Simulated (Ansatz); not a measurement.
# doublet HCl+ at 6 levels

We compute a comparison of 6 runs (UB3LYP/6-31G*, U-r2SCAN/def2-TZVPPD, U-revPBE/def2-TZVPPD, UHSE06/def2-TZVPPD, UPBE/def2-TZVPPD, UCCSD(T)/def2-TZVPPD) of doublet HCl+. 

The calculation is run with Ansatz 0.2.0.

32 further runs of the same task are left out: 32 set aside as unsound or not needed.

### 1 Starting point

The species is HCl+ (2 atoms), meant as a doublet with charge +1. SMILES of the parent species: `Cl`. Geometry: relaxed at PBE0-D4/def2-TZVP. That shape belongs to the parent species and isn't relaxed for this state.

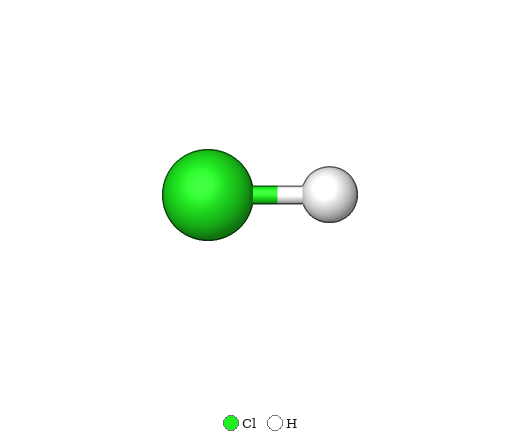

The structure, seen from a chosen angle (chlorine green, hydrogen white).

### 2 A single-point energy at UB3LYP/6-31G(d) (spherical functions) (run 1)

The input, in.yaml:

```yaml
crystal:
  periodic: [false, false, false]
  atoms:
    - {symbol: Cl, position_ang: [0.546000, -0.178500, 0.280800]}
    - {symbol: H, position_ang: [-0.546000, 0.178500, -0.280800]}
basis:
  gaussian:
    orbitals: 6-31G_st_-spherical.json
total_charge: 1
magnetization:
  spin_polarized: true
  initial_magnetization: 1
hamiltonian:
  xc: {name: B3LYP}
accuracy: high
output:
  orbitals: {seedname: orbitals}
```

The basis set 6-31G* is read from a file made from the Basis Set Exchange's data (not shown).

Command:

```
$ ansatz run in.yaml --threads 1 --pin off --max-ram 3480MiB --events-out events.jsonl --progress --plain --runs-dir runs
```

What it wrote:

```text
Warning: RAYON_NUM_THREADS=1 ignored (pool sized by the plan → 1); use --threads N
Functional definition: B3LYP
  name "B3LYP"
  parameter a0 = 0.2
  parameter ax = 0.72
  parameter ac = 0.81
  exchange = (1 - a0 - ax)*slater_x + ax*b88_x + a0*exact_x
  correlation = (1 - ac)*vwn_rpa_c + ac*lyp_c
319 factors; integrals over basis functions are off by at most 3.1e-9 eV
mean field evaluation 1: about -12525.1503 eV, gradient 1.2e1 eV
mean field evaluation 2: about -12525.6468 eV, gradient 8.1e0 eV
mean field evaluation 4: about -12526.0125 eV, gradient 4.9e-1 eV
mean field evaluation 8: about -12526.0525 eV, gradient 1.8e-2 eV
mean field evaluation 16: about -12526.0525 eV, gradient 9.3e-7 eV
mean field -12526.05249190 eV, -460.3239386141 hartree, gradient 6.4e-8 eV, S^2 0.752418; 0 other end points of the search recorded, 0 dependent functions left out
reference -12526.05251443 eV, -460.3239394420 hartree; 9, 8 occupied and 11, 12 virtual orbitals, 319 factors
Total energy: -12526.05251443 eV, -460.3239394420 hartree
```

Run time: 0.9 s. Hardware: 1 thread of Arm Neoverse V2, shared host.

### 3 The energy at U-r2SCAN/def2-TZVPPD (run 2)

The input, run.yaml:

```yaml
basis:
  gaussian: {orbitals: def2-TZVPPD.json}
crystal:
  periodic: [false, false, false]
  atoms:
    - {symbol: Cl, position_ang: [0.546000, -0.178500, 0.280800]}
    - {symbol: H, position_ang: [-0.546000, 0.178500, -0.280800]}
total_charge: 1
magnetization: {spin_polarized: true, initial_magnetization: 1}
hamiltonian: {xc: {name: r2SCAN}}
accuracy: high
output: {orbitals: {seedname: orbitals}}
```

The basis set def2-TZVPPD is read from a file made from the Basis Set Exchange's data (not shown).

Command:

```
$ ansatz run run.yaml --threads 1 --pin off --max-ram 3480MiB --events-out events.jsonl --progress --plain --runs-dir runs
```

What it wrote:

```text
Warning: RAYON_NUM_THREADS=1 ignored (pool sized by the plan → 1); use --threads N
Functional definition: r2SCAN
  name "r2SCAN"
  parameter k0 = 0.174
  parameter k1 = 0.065
  parameter a1 = 4.9479
  exchange = r2scan_x(k0 = k0, k1 = k1, a1 = a1)
  correlation = r2scan_c
849 factors; integrals over basis functions are off by at most 3.7e-9 eV
mean field evaluation 1: about -12524.9221 eV, gradient 1.7e1 eV
mean field evaluation 2: about -12525.5471 eV, gradient 1.2e1 eV
mean field evaluation 4: about -12525.9356 eV, gradient 6.6e-1 eV
mean field evaluation 8: about -12525.9369 eV, gradient 4.3e-3 eV
mean field evaluation 16: about -12525.9369 eV, gradient 6.5e-7 eV
mean field evaluation 32: about -12525.5356 eV, gradient 8.9e0 eV
mean field -12525.93687620 eV, -460.3196898153 hartree, gradient 1.5e-8 eV, S^2 0.756689; 1 other end points of the search recorded, 0 dependent functions left out
reference -12525.93687717 eV, -460.3196898511 hartree; 9, 8 occupied and 59, 60 virtual orbitals, 849 factors
Total energy: -12525.93687717 eV, -460.3196898511 hartree
```

It took 4.8 s on 1 thread of Arm Neoverse V2, shared host; peak memory 0.17 GiB.

Runs 3 to 5 aren't shown in full; the table further down has their settings and results.

### 4 The energy at UCCSD(T)/def2-TZVPPD (run 6)

The input, input.yaml:

```yaml
crystal:
  periodic: [false, false, false]
  atoms:
    - {symbol: Cl, position_ang: [0.546000, -0.178500, 0.280800]}
    - {symbol: H, position_ang: [-0.546000, 0.178500, -0.280800]}
basis:
  gaussian: {orbitals: def2-TZVPPD.json}
total_charge: 1
magnetization: {spin_polarized: true, initial_magnetization: 1}
correlation: {method: ccsd_t, frozen_orbitals: {Cl: 5, H: 0}}
accuracy: high
scf: {omitted_lower_state_checks: [cluster_reference, increment]}
```

The basis set def2-TZVPPD is read from a file made from the Basis Set Exchange's data (not shown).

Command:

```
$ ansatz run input.yaml --threads 1 --pin off --max-ram 3480MiB --events-out events.jsonl --progress --plain --runs-dir runs
```

What it wrote (excerpt; [...] marks lines left out):

```text
Warning: RAYON_NUM_THREADS=1 ignored (pool sized by the plan → 1); use --threads N
Functional definition: HF
  name "HF"
[...]
849 factors; integrals over basis functions are off by at most 3.7e-9 eV
[...]
mean field -12508.43318484 eV, -459.6764410224 hartree, gradient 4.7e-8 eV, S^2 0.761862; 2 other end points of the search recorded, 0 dependent functions left out
5 core orbitals not correlated: weight in the atoms' cores, before any rotation towards them, 1.000 or more for the frozen orbitals, at most 0.000 for the correlated occupied ones
reference -12508.43318484 eV, -459.6764410224 hartree; 4, 3 occupied and 59, 60 virtual orbitals, 849 factors
second order -4.39568889 eV of doubles, -0.00000000 eV of singles
cycle   1  -4.91990226 eV  change   -5.2e-1 eV  update   4.3e-2
[...]
cycle  19  -5.09598175 eV  change  -1.2e-10 eV  update  7.0e-10
perturbative correction -0.16288960 eV, -0.0059860822 hartree
Total energy: -12513.69205618 eV, -459.8697009796 hartree
Checks for a lower state left out: cluster_reference, increment
```

Run time: 2.4 s. Hardware: 1 thread of Arm Neoverse V2, shared host; peak memory 0.33 GiB.

### 5 The series

```
run                                level  frozen core orbitals  energy (Eh)  HOMO energy (eV)  LUMO energy (eV)   ⟨S²⟩  wall time
  1  UB3LYP/6-31G* (spherical functions)                     –  -460.323939            -19.06            -16.44  0.752      0.9 s
  2                 U-r2SCAN/def2-TZVPPD                     –  -460.319690            -18.19            -16.80  0.757      4.8 s
  3                 U-revPBE/def2-TZVPPD                     –  -460.272091            -17.84            -17.27  0.754      2.4 s
  4                   UHSE06/def2-TZVPPD                     –  -460.192024            -19.00            -16.27  0.755      2.4 s
  5                     UPBE/def2-TZVPPD                     –  -460.161416            -17.85            -17.39  0.753      2.3 s
  6                 UCCSD(T)/def2-TZVPPD                     5  -459.869701                 –                 –  0.762      2.4 s
```

### 6 What came out

```
                                          quantity          value
                               run 6: total energy  -459.86970 Eh
run 6: correlation energy (5 core orbitals frozen)     -193.3 mEh
                             run 6: (T) correction      -5.99 mEh
          run 6: ⟨S²⟩ of the reference determinant          0.762
                              run 6: T1 diagnostic          0.009
```

Totals of different functionals can't be ranked against each other. All runs together took 15 s, the longest 4.8 s.
